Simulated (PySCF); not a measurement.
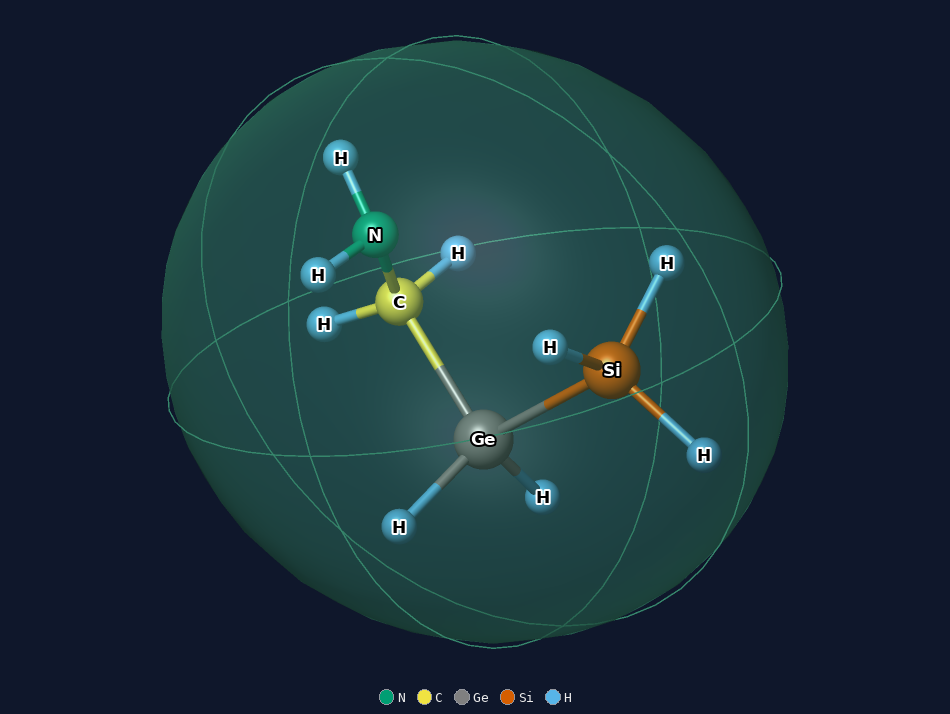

The ellipsoid shows the static dipole polarisability: its half-axes are proportional to the principal values. Computed geometry: PBE0-D3(BJ)/def2-SVP optimisation. No frequency run is at hand to confirm it as a minimum. Method: CAM-B3LYP/def2-SVPD (PySCF 2.14.0).

Question. Give the principal values, the mean and the anisotropy.

Answer. Principal values 74.3, 86.1, 95.8 bohr³; mean 85.4 bohr³ (12.66 Å³); anisotropy 18.7 bohr³, so the longest axis is 1.29 times the shortest.
